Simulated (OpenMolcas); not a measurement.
**Relativistic diatomic calculation: SiH (part 2 of 2)**

Continued. System: SiH. Method: SA-CASSCF(5,5)/XMS-CASPT2 + RASSI spin-orbit (X2C scalar, AMFI), ANO-RCC-VTZP (OpenMolcas).

Output (extracts), continued:
```
++ Dipole transition strengths (spin-free states):
     for osc. strength at least  1.00000000E-05
      From   To        Osc. strength     Einstein coefficients Ax, Ay, Az (sec-1)    Total A (sec-1)
         1   11       1.24958754E-02  6.21161254E+05  4.67651202E+06  0.00000000E+00  5.29767327E+06
         1   12       1.25052949E-02  4.68434987E+06  6.21709701E+05  0.00000000E+00  5.30605957E+06
         1   13       1.81276191E-02  8.27217202E+01  9.85207965E+06  0.00000000E+00  9.85216237E+06
         1   14       3.13851620E-02  2.16086208E+07  1.80145855E+02  0.00000000E+00  2.16088010E+07
         1   15       4.28621905E-02  4.13915669E+07  3.44838361E+02  0.00000000E+00  4.13919117E+07
         1    4       3.29840066E-03  0.00000000E+00  0.00000000E+00  7.19385255E+06  7.19385255E+06
         1    5       1.83380832E-01  0.00000000E+00  0.00000000E+00  4.18184823E+08  4.18184823E+08
         1    7       1.20074485E-01  0.00000000E+00  0.00000000E+00  3.32693871E+08  3.32693871E+08
         1   16       9.66488298E-02  5.34276665E+06  3.16223543E+08  0.00000000E+00  3.21566309E+08
         1   17       9.66840313E-02  3.16659861E+08  5.35212321E+06  0.00000000E+00  3.22011984E+08
         2   11       1.24958765E-02  4.67651222E+06  6.21161303E+05  0.00000000E+00  5.29767353E+06
         2   12       1.25052964E-02  6.21709749E+05  4.68435022E+06  0.00000000E+00  5.30605997E+06
         2   13       1.81276132E-02  9.85207606E+06  8.27219820E+01  0.00000000E+00  9.85215879E+06
         2   14       3.13851596E-02  1.80146009E+02  2.16086185E+07  0.00000000E+00  2.16087986E+07
         2   15       4.28621898E-02  3.44838310E+02  4.13915651E+07  0.00000000E+00  4.13919099E+07
         2    3       3.29844535E-03  0.00000000E+00  0.00000000E+00  7.19394867E+06  7.19394867E+06
         2    6       1.83380814E-01  0.00000000E+00  0.00000000E+00  4.18184817E+08  4.18184817E+08
         2    8       1.20074460E-01  0.00000000E+00  0.00000000E+00  3.32693814E+08  3.32693814E+08
         2   16       9.66488278E-02  3.16223532E+08  5.34276640E+06  0.00000000E+00  3.21566298E+08
         2   17       9.66840291E-02  5.35212303E+06  3.16659849E+08  0.00000000E+00  3.22011972E+08
         9   10       1.64375701E-01  0.00000000E+00  0.00000000E+00  1.78427722E+08  1.78427722E+08
         9   18       4.49373996E-02  8.10260747E+01  5.09630634E+07  0.00000000E+00  5.09631444E+07
         9   19       4.49374049E-02  5.09630813E+07  8.10261030E+01  0.00000000E+00  5.09631623E+07
        11    3       1.18677128E-02  7.13055349E+06  9.60771555E+05  0.00000000E+00  8.09132504E+06
        11    4       1.18676747E-02  9.60769191E+05  7.13053236E+06  0.00000000E+00  8.09130155E+06
        11    5       3.13316648E-02  2.74469378E+06  2.03736872E+07  0.00000000E+00  2.31183810E+07
        11    6       3.13316314E-02  2.03736690E+07  2.74469145E+06  0.00000000E+00  2.31183605E+07
        11    7       6.09193412E-03  7.42569218E+05  5.51413520E+06  0.00000000E+00  6.25670441E+06
        11    8       6.09193570E-03  5.51413677E+06  7.42569763E+05  0.00000000E+00  6.25670654E+06
        11   16       1.56749383E-01  0.00000000E+00  0.00000000E+00  2.15651628E+08  2.15651628E+08
        11   17       4.22458985E-02  0.00000000E+00  0.00000000E+00  5.82131105E+07  5.82131105E+07
        12    3       1.18648395E-02  9.59745987E+05  7.12433658E+06  0.00000000E+00  8.08408257E+06
        12    4       1.18648061E-02  7.12431919E+06  9.59743040E+05  0.00000000E+00  8.08406223E+06
        12    5       3.13209015E-02  2.03537357E+07  2.74219388E+06  0.00000000E+00  2.30959296E+07
        12    6       3.13208694E-02  2.74219145E+06  2.03537186E+07  0.00000000E+00  2.30959100E+07
        12    7       6.08908672E-03  5.50831932E+06  7.42132598E+05  0.00000000E+00  6.25045191E+06
        12    8       6.08909031E-03  7.42132764E+05  5.50832335E+06  0.00000000E+00  6.25045611E+06
        12   16       4.22045962E-02  0.00000000E+00  0.00000000E+00  5.80372613E+07  5.80372613E+07
        12   17       1.56815602E-01  0.00000000E+00  0.00000000E+00  2.15986169E+08  2.15986169E+08
        13    3       1.01517323E-01  5.55319853E+07  4.08028716E-01  0.00000000E+00  5.55319857E+07
        13    4       1.01517291E-01  4.08019357E-01  5.55319869E+07  0.00000000E+00  5.55319873E+07
        13    5       6.89441866E-03  6.75131548E+00  4.11841434E+06  0.00000000E+00  4.11842109E+06
        13    6       6.89436979E-03  4.11838595E+06  6.75149867E+00  0.00000000E+00  4.11839270E+06
        13    7       3.12356752E-02  3.02678714E-01  2.68610456E+07  0.00000000E+00  2.68610459E+07
        13    8       3.12356724E-02  2.68610457E+07  3.02671087E-01  0.00000000E+00  2.68610460E+07
        14    3       3.65184486E-03  5.67625421E-01  1.52899567E+06  0.00000000E+00  1.52899624E+06
        14    4       3.65186068E-03  1.52900288E+06  5.67631476E-01  0.00000000E+00  1.52900345E+06
        14    5       2.00281290E-02  9.27037358E+06  6.65994228E-01  0.00000000E+00  9.27037425E+06
        14    6       2.00281430E-02  6.65990362E-01  9.27038212E+06  0.00000000E+00  9.27038278E+06
        14    7       3.34570905E-03  2.33153563E+06  2.57108377E-01  0.00000000E+00  2.33153589E+06
        14    8       3.34570996E-03  2.57108809E-01  2.33153650E+06  0.00000000E+00  2.33153675E+06
        15    5       4.13485846E-04  1.15013960E+05  4.07314322E-02  0.00000000E+00  1.15014001E+05
        15    6       4.13485618E-04  4.07310892E-02  1.15013930E+05  0.00000000E+00  1.15013971E+05
        15    7       1.50118935E-02  6.97935328E+06  7.14508656E-01  0.00000000E+00  6.97935399E+06
        15    8       1.50118948E-02  7.14508739E-01  6.97935473E+06  0.00000000E+00  6.97935545E+06
        10   18       1.19626423E-04  1.01228953E-04  6.36700912E+01  0.00000000E+00  6.36701925E+01
        10   19       1.19627069E-04  6.36711222E+01  1.01230592E-04  0.00000000E+00  6.36712234E+01
         3    6       5.01267073E-05  0.00000000E+00  0.00000000E+00  5.55188476E+01  5.55188476E+01
         3   16       8.57803895E-04  1.01785240E+05  1.63665974E+03  0.00000000E+00  1.03421900E+05
         3   17       8.59600328E-04  1.65136306E+03  1.02543791E+05  0.00000000E+00  1.04195154E+05
         4    5       5.01289041E-05  0.00000000E+00  0.00000000E+00  5.55206083E+01  5.55206083E+01
         4   16       8.57804063E-04  1.63665892E+03  1.01785186E+05  0.00000000E+00  1.03421845E+05
         4   17       8.59600536E-04  1.02543742E+05  1.65136219E+03  0.00000000E+00  1.04195104E+05
         5    7       1.27060825E-04  0.00000000E+00  0.00000000E+00  3.03084056E+03  3.03084056E+03
         5   16       2.39114048E-04  3.75274114E+02  2.31922926E+04  0.00000000E+00  2.35675667E+04
         5   17       2.40226870E-04  2.34402855E+04  3.77640407E+02  0.00000000E+00  2.38179259E+04
         6    8       1.27060625E-04  0.00000000E+00  0.00000000E+00  3.03083443E+03  3.03083443E+03
         6   16       2.39114674E-04  2.31923421E+04  3.75274929E+02  0.00000000E+00  2.35676170E+04
         6   17       2.40227505E-04  3.77641190E+02  2.34403361E+04  0.00000000E+00  2.38179773E+04
         7   16       9.29240343E-04  3.77332829E+02  2.32628471E+04  0.00000000E+00  2.36401799E+04
         7   17       9.34896594E-04  2.36787867E+04  3.83834596E+02  0.00000000E+00  2.40626212E+04
         8   16       9.29240153E-04  2.32628303E+04  3.77332553E+02  0.00000000E+00  2.36401629E+04
         8   17       9.34896383E-04  3.83834322E+02  2.36787692E+04  0.00000000E+00  2.40626035E+04
 Electric-quadrupole - electric-quadrupole not included
 Electric-dipole - electric-octupole not included
 Electric-dipole - magnetic-quadrupole not included
   Eigenvalues of complex Hamiltonian:
  (Shifted by EMIN (a.u.) =       -290.1536234411)
 SO State       Relative EMIN(au)   Rel lowest level(eV)    D:o, cm**(-1)      Omega
     1            -0.0002967240        0.0000000000              0.0000         0.5
     2            -0.0002967240        0.0000000000              0.0000         0.5
     3             0.0002936155        0.0160639557            129.5645         1.5
     4             0.0002936155        0.0160639557            129.5645         1.5
     5             0.0629976464        1.7223275601          13891.5086         0.5
     6             0.0629976464        1.7223275601          13891.5086         0.5
     7             0.0630009696        1.7224179873          13892.2380         1.5
     8             0.0630009696        1.7224179873          13892.2380         1.5
     9             0.1148691376        3.1338227406          25275.9850         2.1
    10             0.1148691376        3.1338227406          25275.9850         2.1
    11             0.1149167167        3.1351174335          25286.4274         2.1
    12             0.1149167167        3.1351174335          25286.4274         2.1
    13             0.1300513767        3.5469525145          28608.1013         0.5
    14             0.1300513767        3.5469525145          28608.1013         0.5
    15             0.1463954963        3.9916986637          32195.2210         0.5
    16             0.1463954963        3.9916986637          32195.2210         0.5
    17             0.1733644026        4.7255599906          38114.2117         0.5
    18             0.1733644026        4.7255599906          38114.2117         0.5
    19             0.2468037010        6.7239451054          54232.2747         0.5
    20             0.2468037010        6.7239451054          54232.2747         0.5
    21             0.2468046126        6.7239699100          54232.4747         1.5
    22             0.2468046126        6.7239699100          54232.4747         1.5
    23             0.2505761660        6.8265991078          55060.2350         0.5
    24             0.2505761660        6.8265991078          55060.2350         0.5
    25             0.2507733526        6.8319648290          55103.5125         0.5
    26             0.2507733526        6.8319648290          55103.5125         0.5
    27             0.2509734366        6.8374093912          55147.4259         1.5
    28             0.2509734366        6.8374093912          55147.4259         1.5
    29             0.2511766633        6.8429394698          55192.0290         2.5
    30             0.2511766633        6.8429394698          55192.0290         2.5
    31             0.2602519891        7.0898916656          57183.8327         1.5
    32             0.2602519891        7.0898916656          57183.8327         1.5
    33             0.2608290032        7.1055930204          57310.4727         0.5
    34             0.2608290032        7.1055930204          57310.4727         0.5
    35             0.2662548819        7.2532387003          58501.3154         0.5
    36             0.2662548819        7.2532387003          58501.3154         0.5
    37             0.2665683360        7.2617682208          58570.1106         1.5
    38             0.2665683360        7.2617682208          58570.1106         1.5
    39             0.2936171183        7.9978030851          64506.6322         0.5
    40             0.2936171183        7.9978030851          64506.6322         0.5
    41             0.2937037367        8.0001600908          64525.6427         1.5
    42             0.2937037367        8.0001600908          64525.6427         1.5
    43             0.3217968264        8.7646120055          70691.3632         2.1
    44             0.3217968264        8.7646120055          70691.3632         2.1
    45             0.3219611187        8.7690826264          70727.4212         2.1
    46             0.3219611187        8.7690826264          70727.4212         2.1
 Weights of the five most important spin-orbit-free states for each spin-orbit state.
 SO State  Total energy (au)           Spin-free states, spin, and weights
    1        -0.000297       1 0.5  0.5000    2 0.5  0.5000    9 1.5  0.0000   14 0.5  0.0000   13 0.5  0.0000
    2        -0.000297       1 0.5  0.5000    2 0.5  0.5000    9 1.5  0.0000   14 0.5  0.0000   13 0.5  0.0000
    3         0.000294       2 0.5  0.5000    1 0.5  0.5000    9 1.5  0.0000   11 0.5  0.0000
```

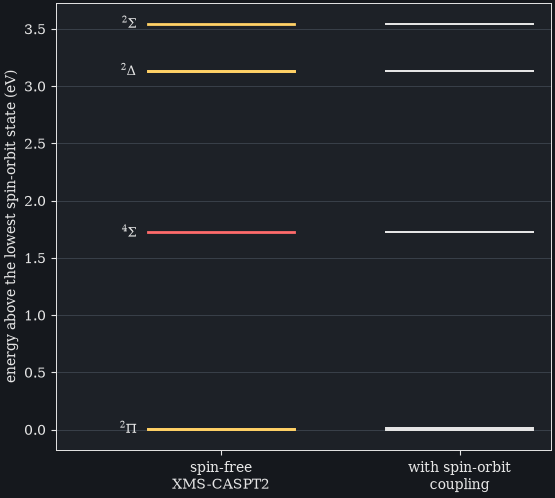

**Figure 1.** States up to 3.8 eV at 1.547 Å, without spin-orbit coupling (left, a colour for each spin multiplicity) and with it (right, where close levels merge). The spin-free states run ²Π (0.00 eV), ⁴Σ (1.71 eV), ²Δ (3.13 eV), ²Σ (3.54 eV) from the lowest. The lowest spin-orbit levels have |Ω| = 1/2 (0 cm⁻¹), 3/2 (130 cm⁻¹), 1/2 (13,892 cm⁻¹), 3/2 (13,892 cm⁻¹), 2.06 (not clean) (25,276 cm⁻¹).

Summary:

```
               quantity                                                                 value
                outcome      converged; components of a degenerate state are split by 36 cm⁻¹
 lowest spin-free state                                                                    ²Π
lowest spin-orbit level                                           Ω = 1/2, −290.15392 hartree
             next level                                                     Ω = 3/2, 130 cm⁻¹
               hardware  1 thread of Arm Neoverse V1, 24 GiB of memory available, shared host
              wall time                                                                  19 s
```

Notes:

Caveats: the two components of ²Δ at 8.76 eV, degenerate in CASSCF as they must be, are split by 36 cm⁻¹ in XMS-CASPT2, an artefact that passes into its spin-orbit levels; 8 of the 46 spin-orbit states have no clean Ω, so their splittings aren't to be trusted.
